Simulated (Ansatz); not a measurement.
```xyz
12

N    -0.7174    1.4027   -0.3027
C     0.0589    0.2793    0.1579
N     1.1909    0.6472    0.9720
N     0.4288   -0.6956   -0.8759
Si   -0.8688   -1.3694    0.0966
H    -0.0718    2.1635   -0.5374
H    -1.3254    1.7572    0.4343
H     0.9118    0.8945    1.9214
H     1.8582   -0.1202    1.0212
H     0.3220   -0.3689   -1.8349
H    -2.2544   -1.4403   -0.4371
H    -0.4990   -2.5708    0.8885
```

These are results of RKS B3LYP-D4/def2-SVP (Ansatz), not measurements.

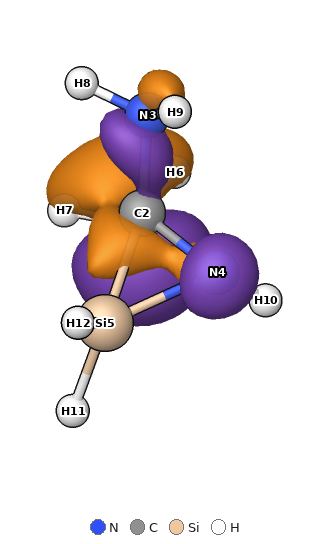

CH₇N₃Si (SMILES NC1(N)N[SiH2]1). The HOMO−1 at ±0.15 Å⁻³ᐟ² (orange and purple are the two phases), seen at an oblique angle.

**Describe this orbital and give its energy.**

Its weight (Hirshfeld) is mainly on N1 (about 60 %), N4 (about 10 %) and C2 (about 10 %). Its energy is −6.93 eV.
